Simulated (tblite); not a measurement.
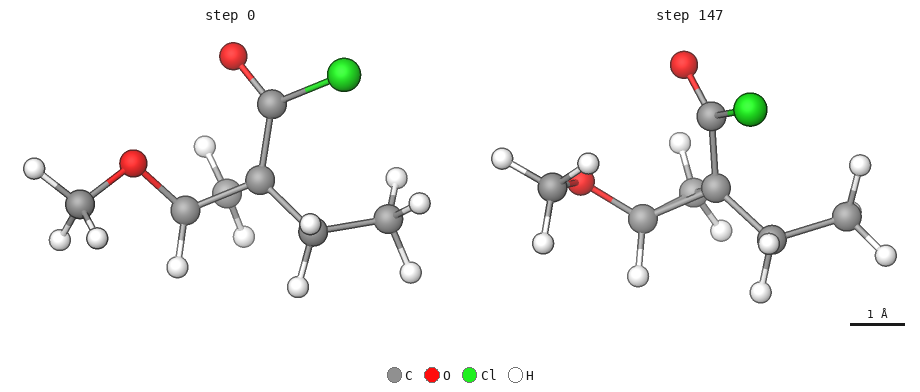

The structure of C7H11ClO2 before (left) and after (right) a relaxation, at one scale.

A ball-and-stick model, seen face on.

Method: tblite, GFN2-xTB geometry optimisation, gas phase. 

**What changed between the two?**

An H atom moves most after the best rigid fit: 1.52 Å. By element the largest moves are H 1.52 Å, Cl 1.49 Å, O 0.73 Å, C 0.53 Å. Near-neighbour distances that change, for instance: C–O 1.230 → 1.187 Å, C–H 1.127 → 1.087 Å, C–C 1.488 → 1.527 Å, C–C 1.515 → 1.550 Å. Among the angles between lasting bonds that change: C–C–Cl 122.1° → 113.6°, C–C–O 113.3° → 121.2°, C–O–C 106.9° → 114.2°. Groups turn about C–O by about 60°, C–C by about 55°. After 147 geometry steps the energy has fallen by 1.036 eV.
